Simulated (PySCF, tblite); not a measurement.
# C6H11FOSi: geometry, infrared bands and NMR shifts

Aim: predict the infrared bands and NMR shifts of C6H11FOSi (`CC(C)[SiH2]/C(F)=C/C=O`).

Programs: tblite 0.8.0 and PySCF 2.14.0, with density-fitted response routines of our own. Each step states its level of theory. These are calculated values for one molecule in the gas phase, unless marked as measured. Atoms are numbered from 0 throughout.

## 1. Starting geometry

20 atoms, charge 0, multiplicity 1; geometry from: force field or distance geometry start.

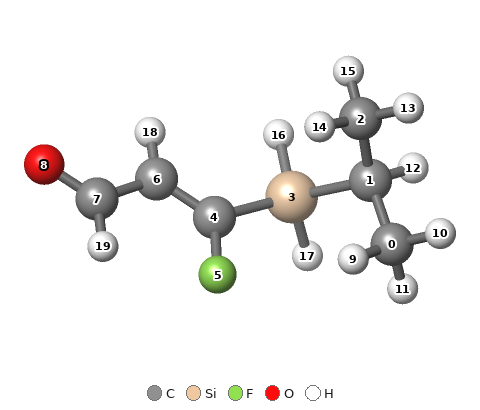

The starting geometry (carbon grey, silicon light orange, fluorine green, oxygen red, hydrogen white), atoms numbered; sticks join atoms by distance.

## 2. Optimising the geometry with GFN2-xTB

What the job is given:

```
{"job": {"kind": "relax", "xc": "GFN2-xTB", "basis": "xTB"}, "charge": 0, "multiplicity": 1}
C     -2.027700    -1.298200    -0.228300
C     -1.570700    -0.112000     0.624300
C     -1.774700     1.196400    -0.119400
Si     0.218900    -0.315100     1.274500
C      1.440200    -0.350800    -0.089900
F      1.314700    -1.353700    -1.000700
C      2.418000     0.556400    -0.258700
C      3.352400     0.454600    -1.390200
O      4.242800     1.271400    -1.554000
H     -1.459200    -1.378400    -1.148500
H     -3.092500    -1.176600    -0.505900
H     -1.947200    -2.248200     0.313200
H     -2.205200    -0.088900     1.539400
H     -2.832600     1.313200    -0.406300
H     -1.189700     1.251000    -1.038700
H     -1.514300     2.065300     0.506200
H      0.527600     0.813700     2.198000
H      0.308800    -1.584700     2.069300
H      2.583800     1.390500     0.423200
H      3.201300    -0.395200    -2.078200
```

The run is started by

```bash
$ OMP_NUM_THREADS=1 python probes_run.py task.json out
```

This one command runs all jobs of the session in turn.

**Question.** This job is followed by: GFN2-xTB harmonic vibrations, gas phase; GIAO PBE0/pcSseg-1 NMR shielding, non-relativistic, gas phase. What will the session give for the following? strongest single infrared mode (GFN2-xTB); zero-point energy (GFN2-xTB); ¹³C shifts against TMS (PBE0/pcSseg-1, means over atoms taken as alike); ¹H shifts against TMS (PBE0/pcSseg-1, means over atoms taken as alike); ²⁹Si shifts against TMS (PBE0/pcSseg-1); ¹⁹F shifts against CFCl3 (PBE0/pcSseg-1); ¹⁷O shifts against H2O (PBE0/pcSseg-1).

As calculated:

| quantity | value |
| --- | --- |
| strongest single infrared mode (GFN2-xTB) | 1736 cm⁻¹, 387 km/mol |
| zero-point energy (GFN2-xTB) | 95.3 kcal/mol |
| ¹³C shifts against TMS (PBE0/pcSseg-1, means over atoms taken as alike) | 194.2, 189.6, 133.6, 20.7, 16.5 ppm |
| ¹H shifts against TMS (PBE0/pcSseg-1, means over atoms taken as alike) | 10.48, 5.78, 4.41, 1.28, 1.22 ppm |
| ²⁹Si shifts against TMS (PBE0/pcSseg-1) | -35.1 ppm |
| ¹⁹F shifts against CFCl3 (PBE0/pcSseg-1) | -87.3 ppm |
| ¹⁷O shifts against H2O (PBE0/pcSseg-1) | 706.4 ppm |

What this shows: The optimisation took 131 steps and gained 0.177 eV; among the close pairs (by a distance rule), Si3–C4 changed most, from 1.832 to 1.906 Å. All 54 modes are real, so the xTB geometry is a minimum. The strongest single mode, at 1736 cm⁻¹, moves mainly C7 and O8. GFN2-xTB is a fitted tight-binding method: band positions and strengths are rough. Its intensities can rank the bands wrongly. The most deshielded hydrogen is H19 (hydrogen on an aldehyde carbonyl carbon), at 10.48 ppm: deshielded by the polar, anisotropic C=O bond. At PBE0/pcSseg-1: The widest tensor belongs to O8: span 1473 ppm, with a paramagnetic part of -763 ppm.
